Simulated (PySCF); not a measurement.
# C3H10OSi: the cost of one run

Computed with PySCF 2.14.0, with density-fitted response routines of our own, on a single molecule in the gas phase. Atoms count from 0, in the outputs and in this text.

### Step 1. The molecule as given

15 atoms, charge 0, multiplicity 1; geometry from: GFN2-xTB. The atoms were then displaced at random by about 0.03 Å, so the start is not that level's minimum.

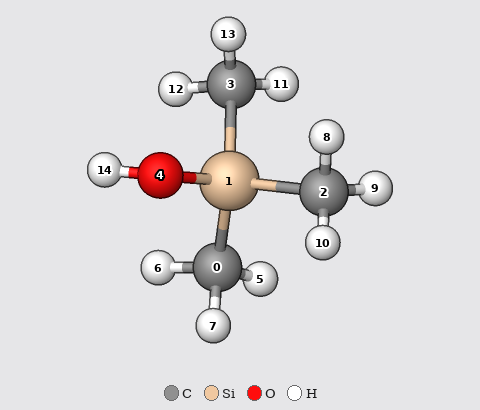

The starting geometry (carbon grey, silicon light orange, oxygen red, hydrogen white), atoms numbered; sticks join atoms by distance.

### Step 2. Relaxing the molecule at PBE0-D3(BJ)/def2-SVP

What the job is given:

```
{"job": {"xc": "PBE0", "basis": "def2-SVP", "d3": "d3bj", "grid": 1, "shake": 0.03, "kind": "geom"}, "charge": 0, "multiplicity": 1}
C     -0.262050     1.353550    -1.052220
Si    -0.235670    -0.003640     0.198180
C     -0.719940    -1.665780    -0.611170
C      1.631900    -0.009410     0.951630
O     -1.363670     0.169400     1.341090
H      0.386610     1.319740    -1.872450
H     -0.099620     2.389120    -0.602640
H     -1.262980     1.494760    -1.533110
H     -0.681410    -2.434100     0.214950
H      0.052130    -1.944300    -1.318160
H     -1.665990    -1.632950    -1.023720
H      2.298090    -0.299070     0.250840
H      1.732190     0.988590     1.322840
H      1.542400    -0.716590     1.803870
H     -1.393580     0.930540     1.930250
```

Launch:

```console
OMP_NUM_THREADS=1 python probes_run.py task.json out
```

The driver reads the jobs from task.json and runs them one after another.

Q: Estimate the wall time and peak memory of this first job on 1 thread of Arm Neoverse V1, shared host.

About 55 s, with a peak of 0.49 GiB.
